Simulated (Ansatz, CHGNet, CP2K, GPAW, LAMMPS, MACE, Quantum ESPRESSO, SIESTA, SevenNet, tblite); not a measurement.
**How far do other methods lie from plane waves? Glassy 74TiO2-26ZrO2 (mol %) (105 atoms)**

Aim: forces, pressure and gap of glassy 74TiO2-26ZrO2 (mol %) (105 atoms) at one geometry, from other programs and methods, against plane-wave PBE.

Results are calculated, not measured.

**1. The cell**

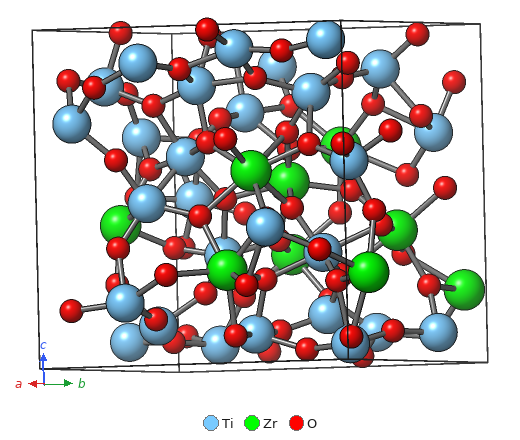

The cell (titanium blue, zirconium green, oxygen red). Bonds to atoms that aren't drawn are left out. Some periodic images of atoms are drawn too.

The cell holds 105 atoms (26 Ti, 9 Zr and 70 O), with edges of 11.02, 11.02 and 11.02 Å. Recipe: 105 atoms (26 Ti, 9 Zr, 70 O) placed at random at 3.98 g/cm³, melted at 4000 K for 10 ps at fixed volume with the Morse and Coulomb pair potential with partial charges (Pedone, Malavasi, Menziani, Cormack and Segre, J. Phys. Chem. B 110, 11780 (2006)). Quenched from 4000 K to 300 K at 50 K/ps and fixed volume, held 10 ps at zero pressure, then minimised at fixed cell. The density is 3.95 g/cm³.

**2. The reference input**

Quantum ESPRESSO 7.5: Kohn-Sham DFT, PBE, SSSP efficiency 1.3.0 pseudopotentials, plane waves. Its input, pw.in:

```
&control
  calculation = 'scf'
  pseudo_dir = './pseudo'
  outdir = './tmp'
  disk_io = 'none'
  tprnfor = .true.
  tstress = .true.
/
&system
  ibrav = 0
  nat = 105
  ntyp = 3
  ecutwfc = 60
  ecutrho = 480
  nosym = .true.
  occupations = 'smearing'
  smearing = 'fd'
  degauss = 0.003675
/
&electrons
  conv_thr = 5.3e-07
  electron_maxstep = 100
  mixing_beta = 0.4
  mixing_mode = 'plain'
  diagonalization = 'david'
/
ATOMIC_SPECIES
Ti 47.867 Ti.upf
Zr 91.224 Zr.upf
O 15.999 O.upf
CELL_PARAMETERS angstrom
11.02260 0.00000 0.00000
0.00000 11.02260 0.00000
0.00000 0.00000 11.02260
ATOMIC_POSITIONS crystal
Ti 0.55463 0.72416 0.32784
Ti 0.34755 0.99842 0.08531
Ti 0.24083 0.24401 0.07078
Ti 0.98740 0.73515 0.39729
[... 99 atom lines left out ...]
O 0.22374 0.69508 0.02564
O 0.48654 0.91459 0.09144
K_POINTS gamma
```

```console
$ OMP_NUM_THREADS=1 mpirun -np 2 pw.x -in pw.in > output.txt
```

Run time: 21 min. Hardware: 2 MPI ranks of Arm Neoverse V1, shared host; peak memory 4.4 GiB.

It converged with an r.m.s. force component of 0.60 eV/Å and a pressure of 0.62 GPa.

Its highest filled and lowest empty levels lie 2.45 eV apart on its k-points.

**3. The other programs**

- CHGNet: machine-learned potential, published weights.
- CP2K 2026.2: Gaussian basis with GTH pseudopotentials and a plane-wave density; labels give functional, basis (MOLOPT sets; SR short-range, UZH the newer set with its own potentials), grid cutoff/relative cutoff and solver (OT: orbital transformation; TRS4, TC2, SIGN: linear-scaling purification with its sparsity filter), or its built-in tight binding.
- GPAW 26.7.0: PAW with atomic orbitals (LCAO), plane waves or a real-space grid of spacing h.
- MACE: machine-learned potential, published weights.
- SIESTA 5.4.2: numerical atomic orbitals, whose automatically made sets are far from complete, with PseudoDojo norm-conserving potentials that we converted to its format (checked against plane waves on the same files for H, C, O, Si, Ge and Ca alone); labels give functional, basis size, energy shift and mesh cutoff.
- SevenNet: machine-learned potential, published weights.
- tblite 0.8.0: extended tight binding, driven from Python.

All use the same cell and atoms, and the electronic-structure runs the same k-mesh.

**4. All runs compared**

Differences are against the reference: forces as r.m.s. over components, share as that over the reference's r.m.s. force, slope as the fitted ratio of a run's forces to the reference's.

```csv
run,"Δ force, r.m.s. (meV/Å)",share (%),slope,Δ pressure (GPa),Δ gap (eV),cores,CPU time,memory (GiB)
reference,-,-,-,-,-,2,42 min,4.4
CHGNet 0.3.0 potential,146,24.5,0.883,1.81,-,1,8 s,1.5
"CP2K PBE, DZVP-MOLOPT-SR, 280/50 Ry, diagonalisation (coarse)",98.3,16.5,1.042,0.745,-0.0714,4,12 min,4.4
"CP2K PBE, DZVP-MOLOPT-SR, 800/50 Ry, diagonalisation",35.8,5.99,1.036,0.619,-0.072,2,15 min,6.1
"GPAW PBE, LCAO dzp, h 0.18 Å",142,23.8,1.087,-,-0.0924,2,18 min,3.0
"GPAW PBE, LCAO dzp, h 0.25 Å (coarse)",524,87.7,1.088,-,-0.0905,1,10 min,1.3
"GPAW PBE, LCAO sz(dzp), h 0.18 Å (coarse)",220,36.9,1.097,-,-0.305,1,4.5 min,1.9
"GPAW PBE, grid h 0.18 Å",69.3,11.6,1.047,-,0.0138,4,42 min,4.9
"GPAW revPBE, LCAO dzp, h 0.18 Å",173,28.9,1.105,-,-0.0768,2,13 min,3.0
MACE MP-0b3 medium potential,135,22.6,0.880,2.07,-,1,15 s,1.2
"SIESTA PBE, DZP, shift 0.01 Ry, mesh 500 Ry",77.9,13.0,1.038,0.870,-0.185,4,8.7 min,2.7
"SIESTA PBE, SZP, shift 0.01 Ry, mesh 500 Ry (coarse)",106,17.7,1.061,0.866,-0.265,2,6.4 min,2.1
SevenNet 0 potential,126,21.1,0.910,1.98,-,1,15 s,1.0
tblite GFN1-xTB,729,122,0.125,-12.1,-,1,11 s,0.14
```

Rows marked coarse were listed beforehand as settings not expected to be converged; some can still land near the reference.

Times of the machine-learned potentials are mostly Python's start and the loading of weights.

CPU time is summed over cores on shared hosts, so it is rough.

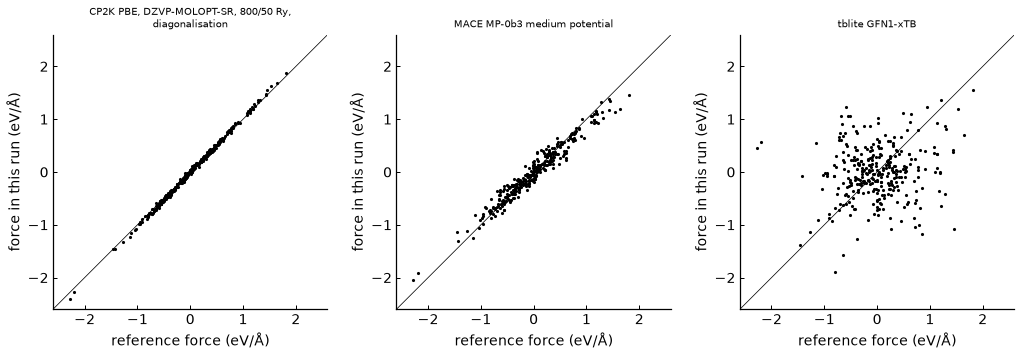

Force components against those of the reference; the line marks equality.

**5. What came out**

Forces lie from 6.0 % (CP2K PBE, DZVP-MOLOPT-SR, 800/50 Ry, diagonalisation) to 122 % (tblite GFN1-xTB) of the reference's r.m.s. force of 0.60 eV/Å away from it. Other PBE runs on plane waves or a grid: GPAW PBE, grid h 0.18 Å 12 % of the r.m.s. force; potentials, cutoffs or grids differ between them, and this table alone doesn't tell which side is nearer the exact PBE result. The PBE runs in local orbitals, coarse settings apart, differ by 6.0 % (CP2K PBE, DZVP-MOLOPT-SR, 800/50 Ry, diagonalisation) to 24 % (GPAW PBE, LCAO dzp, h 0.18 Å); basis, grid and potentials can all enter. Tight binding differs by 122 % (tblite GFN1-xTB); it is another model, with fitted parameters of its own, and the xTB methods hold dispersion.

Machine-learned potentials differ by 21 % (SevenNet 0 potential) to 25 % (CHGNet 0.3.0 potential); they were trained on other programs' data. Rows with another functional or a dispersion term differ by 29 % (GPAW revPBE, LCAO dzp, h 0.18 Å), which mixes the change of model with differences of basis and potentials. Runs with settings chosen to be coarse differ by 16 % (CP2K PBE, DZVP-MOLOPT-SR, 280/50 Ry, diagonalisation) to 88 % (GPAW PBE, LCAO dzp, h 0.25 Å), their programs' other errors included. From CP2K PBE, DZVP-MOLOPT-SR, 280/50 Ry, diagonalisation to the finer CP2K PBE, DZVP-MOLOPT-SR, 800/50 Ry, diagonalisation the share falls from 16 to 6.0 %. From GPAW PBE, LCAO dzp, h 0.25 Å to the finer GPAW PBE, LCAO dzp, h 0.18 Å the share falls from 88 to 24 %. Pressures at PBE, coarse settings apart, lie +0.62 to +0.87 GPa from the reference's. Gaps at PBE, coarse settings apart, lie -0.19 to +0.01 eV from the reference's.

**Limits.** Periodic xTB results under one method name differ between programs and library versions. The reference's pressure holds the uncorrected Pulay stress of its 60 Ry basis, so small pressure differences may be the reference's own error. Machine-learned potentials mimic data converged in k, so the reference's own k-point error enters their differences. The quench rate of 50 K/ps is many orders above laboratory rates, so the cell is likely richer in defects and strain than a real sample. The network of bonds at the start is that of the classical potential that made the cell, and needn't be the one that DFT or experiment would give. The electronic-structure runs sample only Γ, in a cell whose shortest periodic width is 11 Å. The reference has no spin polarisation, so local moments can't form. Where levels are smeared, the DFT runs use Fermi–Dirac occupations at 580 K (0.05 eV), and energies are free energies. The reference's cutoffs and mesh weren't converged further here.

[Logs are printed without paths, hosts, clocks, repeated set-up lines and the standing remarks that a program may print on its own settings, such as how far it seeks lower states.]

[Hosts, paths, dates, database ids (printed as entryN), source tags and the programs' standing remarks are cut or masked in the printed files.]

[Cells were taken only where this reference lay near another plane-wave run.]
